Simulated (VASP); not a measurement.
# PIr2: structure and properties in VASP, part 2 of 6

Wanted: the relaxed cell of PIr2 and its properties. The start is a cell from a database of measured crystal structures.

VASP 6.6.1; r2SCAN with rVV10; plane waves and PAW (P, Ir).

Still holding for the runs below: This run has no spin polarisation. Its electron count is odd, so without a moment it is a metal by construction. The k-mesh is coarse for a metal.

So far. Step 2 (Relaxing cell and atoms (r2SCAN + rVV10)): It ends with forces that vanish by symmetry and a pressure of 0.01 GPa. The volume lies +0.7 % from that of the database's start.

The database entry behind the starting cell differs from later determinations by our own check (0.1 to 0.3 % short, probably kX units), so it need not match the best structure at ambient conditions.

## Step 3: Density, ELF and potential (r2SCAN + rVV10)

The relaxed cell gets a fresh self-consistent run, on a basis set for its own volume, to fix the density and to check the remaining stress.

INCAR reads:

```
SYSTEM = PIr2
PREC = Accurate
ENCUT = 400
EDIFF = 1E-06
NELM = 100
ISMEAR = 0
SIGMA = 0.05
LREAL = .FALSE.
ALGO = Normal
METAGGA = R2SCAN
LUSE_VDW = .TRUE.
IVDW_NL = 2
BPARAM = 11.95
CPARAM = 0.0093
LASPH = .TRUE.
NBANDS = 17
LORBIT = 11
LWAVE = .FALSE.
LCHARG = .TRUE.
ISIF = 2
LELF = .TRUE.
LVHAR = .TRUE.
```

POSCAR reads:

```
PIr2
1.0
    0.0000000000      2.7742065316      2.7742065316
    2.7742065316      0.0000000000      2.7742065316
    2.7742065316      2.7742065316      0.0000000000
P Ir
1 2
Direct
    0.0000000000      0.0000000000      0.0000000000
    0.2500000000      0.2500000000      0.2500000000
    0.7500000000      0.7500000000      0.7500000000
```

KPOINTS reads:

```
Automatic mesh
0
Gamma
7 7 7
0 0 0
```

Potentials, in the order of the species: P and Ir (PBE family, release 64).

The run is started by

```bash
$ mpirun -np 2 vasp_std
```

What it wrote:

```text
[banner, memory and clock lines left out]
running    2 mpi-ranks, on    1 nodes
 distrk:  each k-point on    2 cores,    1 groups
 distr:  one band on    1 cores,    2 groups

 POSCAR found type information on POSCAR P Ir
 POSCAR found :  2 types and       3 ions
 [... a notice as in an earlier step ...]

 [... a notice as in an earlier step ...]

 LDA part: xc-table for (None), standard interpolation
|                                                                             |
|           W    W    AA    RRRRR   N    N  II  N    N   GGGG   !!!           |
|           W    W   A  A   R    R  NN   N  II  NN   N  G    G  !!!           |
|           W    W  A    A  R    R  N N  N  II  N N  N  G       !!!           |
|           W WW W  AAAAAA  RRRRR   N  N N  II  N  N N  G  GGG   !            |
|           WW  WW  A    A  R   R   N   NN  II  N   NN  G    G                |
|           W    W  A    A  R    R  N    N  II  N    N   GGGG   !!!           |
|                                                                             |
|     The number of bands has been changed from the values supplied in        |
|     The orbitals not found in the WAVECAR file will be initialized with     |
|     random numbers, which is usually adequate. For correlated               |
|     calculations, however, you should redo the groundstate calculation.     |
|     I found NBANDS = 17. Now, NBANDS = 18.                                  |
|                                                                             |

 POSCAR, INCAR and KPOINTS ok, starting setup
 FFT: planning ... GRIDC
 FFT: planning ... GRID_SOFT
 FFT: planning ... GRID
 WAVECAR not read
 entering main loop
       N       E                     dE             d eps       ncg     rms          rms(c)
Total rVV10 correction in eV:      0.3739198    30.3482851
DAV:   1     0.689111994229E+02    0.68911E+02   -0.89995E+03   720   0.989E+02
DAV:   2    -0.112573236391E+03   -0.18148E+03   -0.17160E+03   722   0.315E+02
DAV:   3    -0.120253930386E+03   -0.76807E+01   -0.75447E+01   904   0.687E+01
DAV:   4    -0.120376182899E+03   -0.12225E+00   -0.12195E+00   830   0.859E+00
DAV:   5    -0.120379063892E+03   -0.28810E-02   -0.28804E-02   892   0.127E+00    0.253E+01
Total rVV10 correction in eV:      0.3512065    30.3482853
DAV:   6    -0.114842179391E+03    0.55369E+01   -0.44251E+00   922   0.240E+01    0.959E+00
Total rVV10 correction in eV:      0.3510661    30.3482853
DAV:   7    -0.114800513021E+03    0.41666E-01   -0.20475E-01   854   0.485E+00    0.566E+00
Total rVV10 correction in eV:      0.3481026    30.3482853
DAV:   8    -0.114784449711E+03    0.16063E-01   -0.23083E-02   742   0.128E+00    0.522E-01
Total rVV10 correction in eV:      0.3478402    30.3482853
DAV:   9    -0.114783812348E+03    0.63736E-03   -0.26882E-03   984   0.583E-01    0.313E-01
Total rVV10 correction in eV:      0.3477284    30.3482853
DAV:  10    -0.114783965374E+03   -0.15303E-03   -0.33386E-04   758   0.168E-01    0.112E-01
Total rVV10 correction in eV:      0.3477647    30.3482853
DAV:  11    -0.114783953811E+03    0.11563E-04   -0.13212E-05   982   0.322E-02    0.967E-03
Total rVV10 correction in eV:      0.3477817    30.3482853
DAV:  12    -0.114783950617E+03    0.31940E-05   -0.72449E-07   416   0.828E-03    0.537E-03
Total rVV10 correction in eV:      0.3477783    30.3482853
DAV:  13    -0.114783950841E+03   -0.22393E-06   -0.13418E-07   374   0.492E-03
Total rVV10 correction in eV:      0.3477772    30.3482853
Total rVV10 correction in eV:      0.3477782    30.3482853
   1 F= -.11478395E+03 E0= -.11478265E+03  d E =-.259983E-02
```

The job ended after 53 s (2 MPI ranks of AMD EPYC 7R43, shared host; peak memory 0.33 GiB).

Parts of OUTCAR (step 3):

```text
  LATTYP: Found a face centered cubic cell.
 ALAT       =     5.5484130632

The static configuration has the point symmetry O_h .

 Found     20 irreducible k-points:

   k-points           NKPTS =     20   k-points in BZ     NKDIM =     20   number of bands    NBANDS=     18

   ENCUT  =  400.0 eV  29.40 Ry    5.42 a.u.   6.40  6.40  6.40*2*pi/ulx,y,z

   NELECT =      23.0000    total number of electrons

 E-fermi :   9.5027

 k-point     1 :       0.0000    0.0000    0.0000
  band No.  band energies     occupation
    ...
      5       3.5902      2.00000
      6       3.5902      2.00000
      7       9.0448      2.00000
      8       9.0448      2.00000
      9       9.0448      2.00000
     10      10.5000      0.00000
     11      11.4098      0.00000
     12      11.4098      0.00000
     13      14.3280      0.00000
     14      14.3280      0.00000
    ...

 k-point     2 :       0.1429    0.0000    0.0000
  band No.  band energies     occupation
    ...
      5       3.8269      2.00000
      6       3.8269      2.00000
      7       8.5164      2.00000
      8       8.6929      2.00000
      9       8.6929      2.00000
     10      10.4466      0.00000
     11      10.4466      0.00000
     12      11.1151      0.00000
     13      12.4438      0.00000
     14      14.1683      0.00000
    ...

  Total       -0.0000050     -0.0000050     -0.0000050     -0.0000000     -0.0000000      0.0000000
  in kB       -0.0001858     -0.0001858     -0.0001858     -0.0000000     -0.0000000      0.0000000
  external PRESSURE =      -0.0001858 kB  Pullay stress =       0.0000000 kB

  energy-cutoff  :      400.00
  volume of cell :       42.70
      direct lattice vectors                 reciprocal lattice vectors
     0.000000000  2.774206532  2.774206532    -0.180231715  0.180231715  0.180231715
     2.774206532  0.000000000  2.774206532     0.180231715 -0.180231715  0.180231715
     2.774206532  2.774206532  0.000000000     0.180231715  0.180231715 -0.180231715

 POSITION                                       TOTAL-FORCE (eV/Angst)
 -----------------------------------------------------------------------------------
      0.00000      0.00000      0.00000         0.000000      0.000000      0.000000
      1.38710      1.38710      1.38710         0.000000      0.000000      0.000000
      4.16131      4.16131      4.16131        -0.000000     -0.000000     -0.000000
 -----------------------------------------------------------------------------------
    total drift:                                0.000000      0.000000     -0.000000

  FREE ENERGIE OF THE ION-ELECTRON SYSTEM (eV)
  ---------------------------------------------------
  free  energy   TOTEN  =      -114.7839508406 eV

  energy  without entropy=     -114.7813510121  energy(sigma->0) =     -114.78265093

 total charge
# of ion       s       p       d       tot
------------------------------------------
    1        0.941   1.396   0.000   2.338
    2        0.633   0.708   7.250   8.591
    3        0.633   0.708   7.250   8.591
--------------------------------------------------
tot          2.207   2.813  14.500  19.520

[... 3 parts as in an earlier step ...]

[... 6 further parts left out ...]
```

This step gave:

| Item | Value |
| --- | --- |
| SCF cycles | 13 |
| bands | 18 |
| free energy (TOTEN) | -114.7840 eV |
| energy at zero smearing | -114.7827 eV |
| pressure | -1.86e-5 GPa |

Valence electrons inside each PAW sphere by angular momentum. Sphere charges, by row:

```
atom  s (e)  p (e)  d (e)  tot (e)
  P1  0.941  1.396      0    2.338
 Ir2  0.633  0.708   7.25    8.591
 Ir3  0.633  0.708   7.25    8.591
```

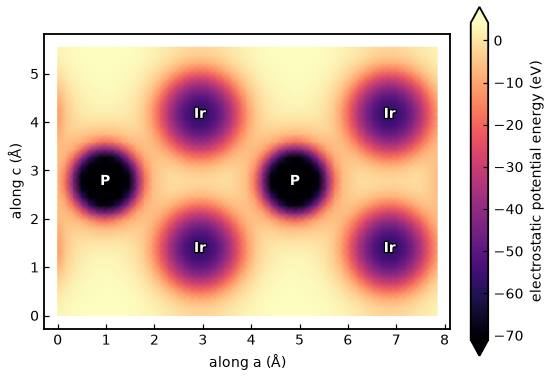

Electrostatic potential energy in the ac plane of a cell with a along [110], b along [-110] and c along [001] of the cube at fractional y = 0.000, with atoms of P and Ir within 0.2 Å of it. With pseudopotentials it is smooth inside the atoms' cores, unlike the true potential. The map starts off the cell's origin, so that atoms lie inside it.

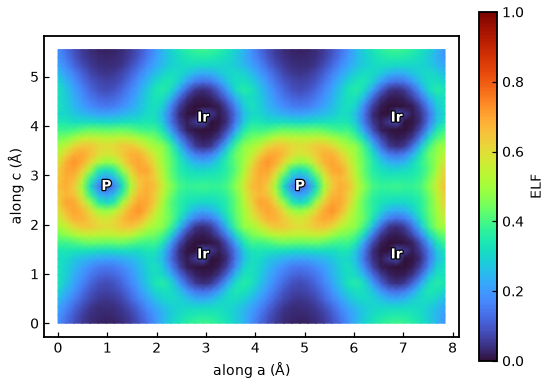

ELF in the ac plane of a cell with a along [110], b along [-110] and c along [001] of the cube at fractional y = 0.000, with atoms of P and Ir within 0.2 Å of it. It is the smooth field of the valence electrons, not physical close to the nuclei. The map starts off the cell's origin, so that atoms lie inside it.

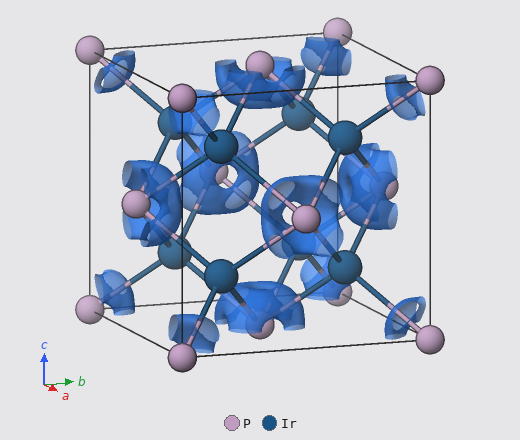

Surface of ELF = 0.63.

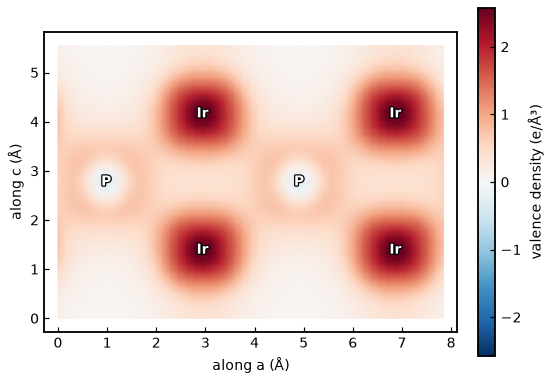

Valence density in the ac plane of a cell with a along [110], b along [-110] and c along [001] of the cube at fractional y = 0.000, with atoms of P and Ir within 0.2 Å of it. It is the smooth field of the valence electrons, not physical close to the nuclei. The map starts off the cell's origin, so that atoms lie inside it.

In this run the pressure is 0.00 GPa, small enough to go on.

## Step 4: Band structure (r2SCAN + rVV10)

The mesh alone shows little of the dispersion and can miss band extrema, so KPOINTS_OPT adds a path through the symmetry points after the self-consistent cycle.

INCAR: that of step 3 with these lines changed.

```diff
@@ -15,8 +15,6 @@
 LASPH = .TRUE.
-NBANDS = 17
+NBANDS = 24
 LORBIT = 11
 LWAVE = .FALSE.
-LCHARG = .TRUE.
-ISIF = 2
-LELF = .TRUE.
-LVHAR = .TRUE.
+LCHARG = .FALSE.
+KPAR = 2
```

POSCAR is that of step 3.

KPOINTS is that of step 3.

KPOINTS_OPT reads:

```
Line mode
16
Line-mode
Reciprocal
  0.00000000   0.00000000   0.00000000 GAMMA
  0.50000000   0.00000000   0.50000000 X

  0.50000000   0.00000000   0.50000000 X
  0.50000000   0.25000000   0.75000000 W

  0.50000000   0.25000000   0.75000000 W
  0.37500000   0.37500000   0.75000000 K

  0.37500000   0.37500000   0.75000000 K
  0.00000000   0.00000000   0.00000000 GAMMA

  0.00000000   0.00000000   0.00000000 GAMMA
  0.50000000   0.50000000   0.50000000 L

  0.50000000   0.50000000   0.50000000 L
  0.62500000   0.25000000   0.62500000 U

  0.62500000   0.25000000   0.62500000 U
  0.50000000   0.25000000   0.75000000 W

  0.50000000   0.25000000   0.75000000 W
  0.50000000   0.50000000   0.50000000 L

  0.50000000   0.50000000   0.50000000 L
  0.37500000   0.37500000   0.75000000 K

  0.62500000   0.25000000   0.62500000 U
  0.50000000   0.00000000   0.50000000 X
```

The run is started by

```bash
$ mpirun -np 2 vasp_std
```

What it wrote:

```text
[banner, memory and clock lines left out]
running    2 mpi-ranks, on    1 nodes
 distrk:  each k-point on    1 cores,    2 groups
 distr:  one band on    1 cores,    1 groups

 POSCAR found type information on POSCAR P Ir
 POSCAR found :  2 types and       3 ions
 [... a notice as in an earlier step ...]

 [... a notice as in an earlier step ...]

 LDA part: xc-table for (None), standard interpolation
 POSCAR, INCAR and KPOINTS ok, starting setup
 FFT: planning ... GRIDC
 FFT: planning ... GRID_SOFT
 FFT: planning ... GRID
 WAVECAR not read
 entering main loop
       N       E                     dE             d eps       ncg     rms          rms(c)
Total rVV10 correction in eV:      0.3739198    30.3482851
Total rVV10 correction in eV:      0.3739198    30.3482851
DAV:   1     0.629858834825E+02    0.62986E+02   -0.88101E+03   960   0.749E+02
DAV:   2    -0.113689606519E+03   -0.17668E+03   -0.15901E+03   992   0.239E+02
DAV:   3    -0.120278845693E+03   -0.65892E+01   -0.65163E+01  1216   0.526E+01
DAV:   4    -0.120376502369E+03   -0.97657E-01   -0.97609E-01  1088   0.618E+00
DAV:   5    -0.120379061709E+03   -0.25593E-02   -0.25593E-02  1240   0.101E+00    0.253E+01
Total rVV10 correction in eV:      0.3512018    30.3482853
Total rVV10 correction in eV:      0.3512018    30.3482853
DAV:   6    -0.114842710549E+03    0.55364E+01   -0.29396E+00  1280   0.180E+01    0.958E+00
Total rVV10 correction in eV:      0.3509150    30.3482853
Total rVV10 correction in eV:      0.3509150    30.3482853
DAV:   7    -0.114800695078E+03    0.42015E-01   -0.17017E-01  1200   0.382E+00    0.570E+00
Total rVV10 correction in eV:      0.3479743    30.3482853
Total rVV10 correction in eV:      0.3479743    30.3482853
DAV:   8    -0.114784215856E+03    0.16479E-01   -0.23273E-02  1024   0.104E+00    0.521E-01
Total rVV10 correction in eV:      0.3477912    30.3482853
Total rVV10 correction in eV:      0.3477912    30.3482853
DAV:   9    -0.114783814555E+03    0.40130E-03   -0.14918E-03  1432   0.358E-01    0.319E-01
Total rVV10 correction in eV:      0.3477255    30.3482853
Total rVV10 correction in eV:      0.3477255    30.3482853
DAV:  10    -0.114783968727E+03   -0.15417E-03   -0.30335E-04  1080   0.126E-01    0.118E-01
Total rVV10 correction in eV:      0.3477674    30.3482853
Total rVV10 correction in eV:      0.3477674    30.3482853
DAV:  11    -0.114783953683E+03    0.15044E-04   -0.13855E-05  1264   0.266E-02    0.130E-02
Total rVV10 correction in eV:      0.3477785    30.3482853
Total rVV10 correction in eV:      0.3477785    30.3482853
DAV:  12    -0.114783950991E+03    0.26922E-05   -0.53938E-07   736   0.585E-03    0.426E-03
Total rVV10 correction in eV:      0.3477775    30.3482853
Total rVV10 correction in eV:      0.3477775    30.3482853
DAV:  13    -0.114783950973E+03    0.17357E-07   -0.79532E-08   664   0.242E-03
Total rVV10 correction in eV:      0.3477771    30.3482853
Total rVV10 correction in eV:      0.3477771    30.3482853
Total rVV10 correction in eV:      0.3477780    30.3482853
Total rVV10 correction in eV:      0.3477780    30.3482853
   1 F= -.11478395E+03 E0= -.11478265E+03  d E =-.259995E-02
 Start KPOINTS_OPT (optional k-point list driver)
k-point batch [1-20\160]
       N       E                     dE             ncg
DAV:   1     0.578534970092E+04   -0.35281E+04      960
DAV:   2     0.234101443760E+04   -0.34443E+04     1048
DAV:   3     0.222102427595E+04   -0.11999E+03     1200
DAV:   4     0.221922348906E+04   -0.18008E+01     1096
DAV:   5     0.221917051099E+04   -0.52978E-01     1192
DAV:   6     0.221916846251E+04   -0.20485E-02     1144
DAV:   7     0.221916838408E+04   -0.78425E-04     1208
DAV:   8     0.221916838081E+04   -0.32686E-05     1008
DAV:   9     0.221916838057E+04   -0.24093E-06      824
[...]
k-point batch [141-160\160]
       N       E                     dE             ncg
DAV:   1     0.558355736479E+04   -0.90490E+04      960
DAV:   2     0.222998035313E+04   -0.33536E+04     1032
DAV:   3     0.211453339705E+04   -0.11545E+03     1232
DAV:   4     0.211276493452E+04   -0.17685E+01     1104
DAV:   5     0.211271323965E+04   -0.51695E-01     1248
DAV:   6     0.211271127441E+04   -0.19652E-02     1112
DAV:   7     0.211271119265E+04   -0.81751E-04     1264
DAV:   8     0.211271118941E+04   -0.32404E-05      976
DAV:   9     0.211271118913E+04   -0.28869E-06      784
```

The job ended after 4.4 min (2 MPI ranks; peak memory 0.45 GiB).

Parts of OUTCAR (step 4):

```text
The static configuration has the point symmetry O_h .

 Found     20 irreducible k-points:

   k-points           NKPTS =     20   k-points in BZ     NKDIM =     20   number of bands    NBANDS=     24

   NELECT =      23.0000    total number of electrons

 E-fermi :   9.5027

 k-point     3 :       0.2857    0.0000    0.0000
  band No.  band energies     occupation
    ...
      8       7.7752      2.00000
      9       7.7752      2.00000
     10       8.8622      2.00000
     11       8.8622      2.00000
     12       9.4654      1.70876
     13      12.6015      0.00000
     14      14.1891      0.00000
     15      14.1891      0.00000
     16      16.3233      0.00000
     17      17.5859      0.00000
    ...

 k-point     5 :       0.1429    0.1429    0.0000
  band No.  band energies     occupation
    ...
      6       4.0159      2.00000
      7       8.3485      2.00000
      8       8.3485      2.00000
      9       8.7465      2.00000
     10       9.5192      0.64117
     11      11.2761      0.00000
     12      11.3811      0.00000
     13      13.1770      0.00000
     14      13.1770      0.00000
     15      13.5191      0.00000
    ...

  Total       -0.0006238     -0.0006238     -0.0006238     -0.0000000     -0.0000000      0.0000000
  in kB       -0.0234049     -0.0234049     -0.0234049     -0.0000000     -0.0000000      0.0000000
  external PRESSURE =      -0.0234049 kB  Pullay stress =       0.0000000 kB

 POSITION                                       TOTAL-FORCE (eV/Angst)
 -----------------------------------------------------------------------------------
      0.00000      0.00000      0.00000        -0.000000     -0.000000     -0.000000
      1.38710      1.38710      1.38710         0.000000      0.000000      0.000000
      4.16131      4.16131      4.16131        -0.000000     -0.000000     -0.000000
 -----------------------------------------------------------------------------------
    total drift:                                0.000000      0.000000      0.000000

  FREE ENERGIE OF THE ION-ELECTRON SYSTEM (eV)
  ---------------------------------------------------
  free  energy   TOTEN  =      -114.7839509732 eV

  energy  without entropy=     -114.7813510240  energy(sigma->0) =     -114.78265100

[... 12 parts as in an earlier step ...]

[... 1 further part left out ...]
```

Spin-orbit coupling is off here; with elements this heavy it splits and shifts levels by tenths of an eV or more.

This step gave:

```
bands    : 24
pressure : -0.002340 GPa
```

Electronic bands along the path, in eV, zero at the Fermi level; # counts the bands kept:

```csv
point,#8,#9,#10,#11,#12,#13,#14,#15
Γ,-0.46,1.00,1.91,1.91,4.83,4.83,4.83,5.38
X,-2.40,-0.71,-0.71,0.03,1.76,2.03,5.90,7.09
W,-2.47,-1.72,-1.23,-0.92,2.12,2.12,7.98,7.98
K,-2.12,-1.83,-1.14,-0.77,2.17,2.32,5.89,8.73
Γ,-0.46,1.00,1.91,1.91,4.83,4.83,4.83,5.38
L,-2.75,-2.48,-2.48,-2.40,4.25,4.75,4.75,8.72
U,-2.12,-1.83,-1.14,-0.77,2.17,2.32,5.89,8.73
W,-2.47,-1.72,-1.23,-0.92,2.12,2.12,7.98,7.98
L,-2.75,-2.48,-2.48,-2.40,4.25,4.75,4.75,8.72
K,-2.12,-1.83,-1.14,-0.77,2.17,2.32,5.89,8.73
jump to U,-2.12,-1.83,-1.14,-0.77,2.17,2.32,5.89,8.73
X,-2.40,-0.71,-0.71,0.03,1.76,2.03,5.90,7.09
```

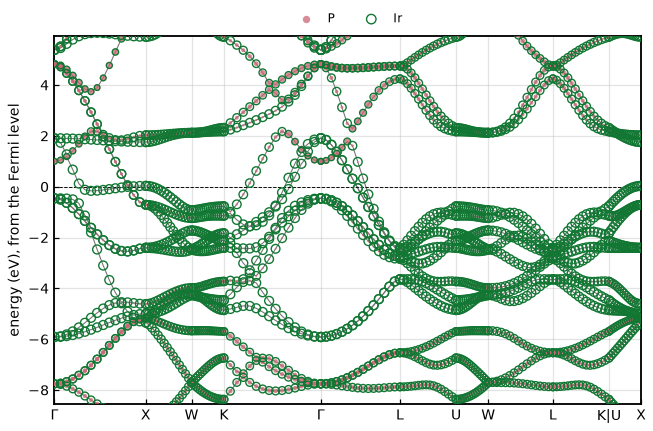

Electronic bands along the path; dots are coloured as in the legend, and their area grows with the weight.

There is no gap at this level.

[end of part 2 of 6]

[Lines on the potential files, build, host, timing and source positions are cut from VASP's logs without a mark.]

[Logs are printed without paths, hosts, clocks, repeated set-up lines and the standing remarks that a program may print on its own settings, such as how far it seeks lower states.]

[Hosts, paths, dates, database ids (printed as entryN), source tags and the programs' standing remarks are cut or masked in the printed files.]

[A measured line is paired with the nearest computed mode of its activity, which favours agreement.]
